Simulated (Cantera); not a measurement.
A closed system holds: 1 mol Fe2O3, a varied amount of C, 0.27 mol CO, held at 827 °C and 10000 Pa.

These are equilibrium values from Cantera (NASA tables, ideal gas, pure condensed phases), not measurements of a reactor. Candidate condensed phases: C, Fe, Fe(CO)5, FeO, Fe2O3, Fe3O4; 15 gas species. Mutual solubility and eutectic melting of coexisting phases are not modelled. The tables' stoichiometric FeO is somewhat more stable than real wüstite, so its field is too wide. FeO: taken at fixed stoichiometry. Rates play no part.

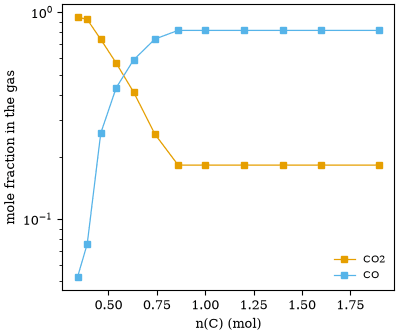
Figure. Equilibrium gas composition (values under 1e-9 drawn at 1e-9)

At 0.34 mol C the condensed part is FeO(s) + Fe3O4(s). From 0.39 mol C to 0.74 mol C the condensed part is FeO(s). From 0.86 mol C to 1.9 mol C the condensed part is Fe(α) + FeO(s).
